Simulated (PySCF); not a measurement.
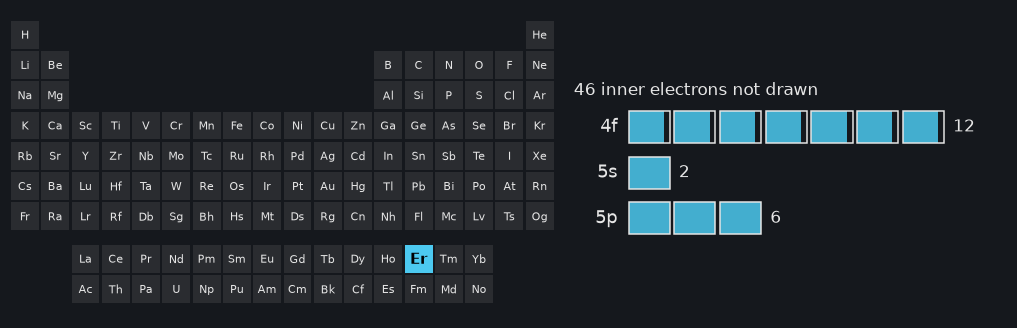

Figure 1. Left, the place of erbium in the periodic table; right, the outer shells of the nominal configuration: a box for each of the 2l + 1 orbitals, shaded by the share of the shell that is filled, with the electron count at the right.

## Er²⁺: atomic calculation

System: Er²⁺, configuration 1s2 2s2 2p6 3s2 3p6 3d10 4s2 4p6 4d10 4f12 5s2 5p6, multiplicity 3.
Method: unrestricted r2SCANh, cc-pVDZ-X2C, spin-free X2C-1e, Gaussian nucleus (PySCF).

Summary:

- outcome: converged
- total energy: −13085.2609 hartree
- ⟨S²⟩: 2.002
- ⟨L²⟩: 24.02
- SCF iterations: 7
- hardware: 1 CPU thread, shared host
- CPU time: 4.6 s (integrals apart)

Remarks:

⟨L²⟩ departs from that of the intended term, so the determinant mixes terms.

Input:
```python
from pyscf import gto, scf, dft, mp, cc
import basis_set_exchange as bse
mol = gto.M(atom="Er 0 0 0", charge=2, spin=2, symmetry="D2h",
            basis=gto.basis.parse(bse.get_basis("cc-pVDZ-X2C", elements=["Er"], fmt="nwchem")),
            nucmod="G")
mf = dft.UKS(mol, xc="HYB_MGGA_XC_R2SCANH").sfx2c1e()
mf.irrep_nelec = {'Ag': (9, 9), 'B1g': (2, 2), 'B2g': (2, 2), 'B3g': (2, 2), 'Au': (1, 1), 'B1u': (6, 6), 'B2u': (6, 6), 'B3u': (6, 4)}
mf.kernel()
```

The script is an equivalent of what the driver set up; the driver started from orbitals of its own, so the log can be shorter than this script's would be, and it computed the properties (radii, ⟨L²⟩, response) afterwards. It held the occupations shell by shell, which the script's counts by irreducible representation don't always enforce.

The program's output (extracts):
```
damping factor = 0
level_shift factor = 0
DIIS = <class 'pyscf.scf.diis.CDIIS'>
diis_start_cycle = 1
diis_space = 10
diis_damp = 0
SCF conv_tol = 1e-09
SCF conv_tol_grad = None
number electrons alpha = 34  beta = 32
XC functionals = HYB_MGGA_XC_R2SCANH
    M. Bursch, H. Neugebauer, S. Ehlert, and S. Grimme.,  J. Chem. Phys. 156, 134105 (2022)
cycle= 1 E= -13085.2403364167  delta_E= -7.7e-05  |g|= 0.448  |ddm|= 0.244
cycle= 2 E= -13085.1607333298  delta_E= 0.0796  |g|= 0.964  |ddm|= 0.414
cycle= 3 E= -13085.2608795936  delta_E= -0.1  |g|= 0.012  |ddm|= 0.285
cycle= 4 E= -13085.2608932034  delta_E= -1.36e-05  |g|= 0.00221  |ddm|= 0.00306
cycle= 5 E= -13085.2608937513  delta_E= -5.48e-07  |g|= 0.000126  |ddm|= 0.000809
cycle= 6 E= -13085.2608937535  delta_E= -2.24e-09  |g|= 7.5e-06  |ddm|= 7.14e-05
cycle= 7 E= -13085.2608937535  delta_E= -2.73e-11  |g|= 2.98e-07  |ddm|= 1.4e-05
converged SCF energy = -13085.2608937535  <S^2> = 2.0019164  2S+1 = 3.0012773
```

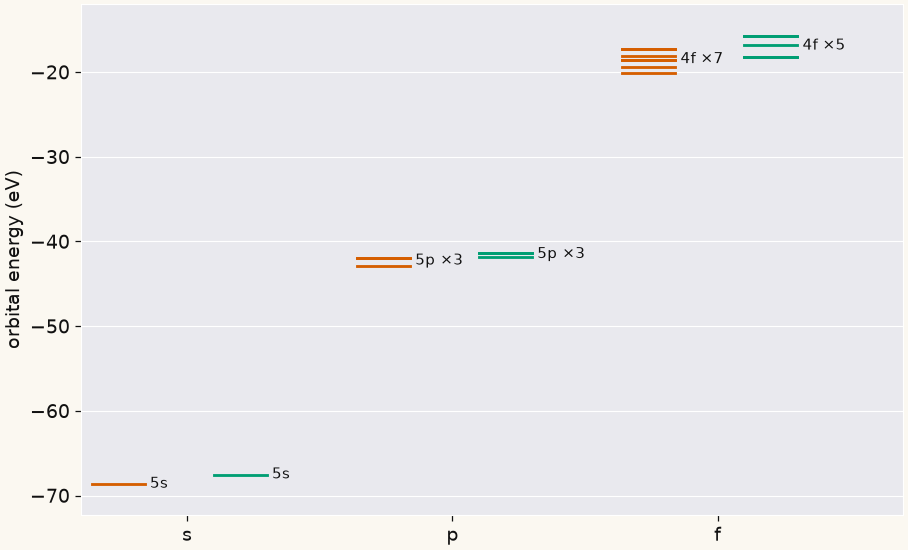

Figure 2. Orbital energies of the mean field, from the top down to −68.6 eV, by angular momentum, α spin at the left of each column and β at the right; ×n counts the orbitals under one label. The highest filled orbital is 4f β at −15.7 eV, the lowest empty one s α at −13.5 eV.
